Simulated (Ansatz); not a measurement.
Scan of one atom of the cell for MgS (rock salt)

Starting cell, MgS (rock salt):

```
CELL_PARAMETERS angstrom
      0.00000     2.61485     2.61485
      2.61485     0.00000     2.61485
      2.61485     2.61485     0.00000
ATOMIC_POSITIONS crystal
  S  0.00000 0.00000 0.00000
  Mg 0.50000 0.50000 0.50000
```

Scan: atom 2 (Mg, nearest neighbour S at 2.615 Å; its periodic images, 3.7 Å or more away, move with it) is displaced along Cartesian x, direction (1.000, 0.000, 0.000) in Cartesian axes, by s. The other atoms stay.

All values below come from PBE (plane waves to 420 eV, PAW, scalar-relativistic; Ansatz, a quantum-chemistry and plane-wave program). k mesh 9×9×9 (Γ-centred), Fermi-Dirac smearing 0.05 eV. Energies are smeared free energies. MgS was relaxed with its symmetry unable to fall. The zero of ΔE is the undisplaced structure.

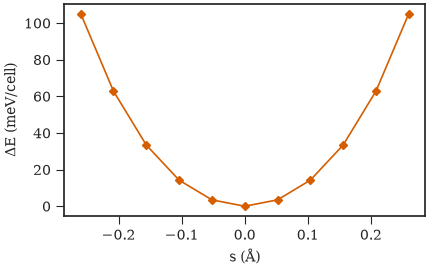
*ΔE (meV/cell) against s (Å); one marker a computed point.*

The force along the line at s = -0.260 Å is 0.959 eV/Å and the zone-centre optical wavenumber from k (transverse: no LO-TO term) is 224 cm⁻¹. The force constant k = d²E/ds² at s = 0 (finite differences) is 2.55 eV/Å². Symmetry of the curve: even: the same for both signs. Harmonic estimate at the end of the scan: ½ks² = 86.0 meV/cell against the computed 105.2 meV/cell, so the well is stiffer than harmonic there.

With its periodic images moving along, the atom's site symmetry in this cell is m-3m.

(A displaced cell: forces are minus the slopes of the energy, force constants its curvatures, and phonons follow from these.)
